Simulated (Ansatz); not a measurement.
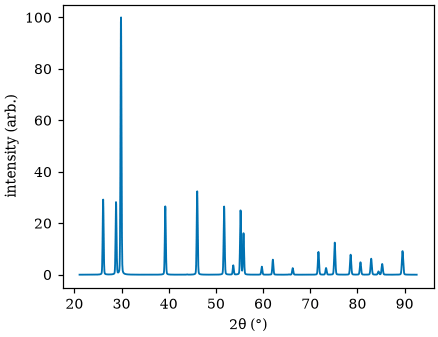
Fig. 1. Simulated powder pattern, Cu Kα1, λ = 1.54056 Å

The pattern belongs to a structure relaxed with the program Ansatz at the PBE level (PAW).

Pick the material that matches.
A) ZrO2, P6_3/mmc (Zr on 2c, O on 4f)
B) MgO, rock salt
C) La2O3, La2O3 or Ni2Al3 type
D) SrO, rock salt

C, La2O3, La2O3 or Ni2Al3 type

Space group P-3m1 (La2O3 or Ni2Al3 type). The PBE relaxation kept the symmetry of its start. Scalar-relativistic: spin–orbit coupling is off unless named, which matters more the heavier the elements.

Potentials: the later of the program's two PAW sets.
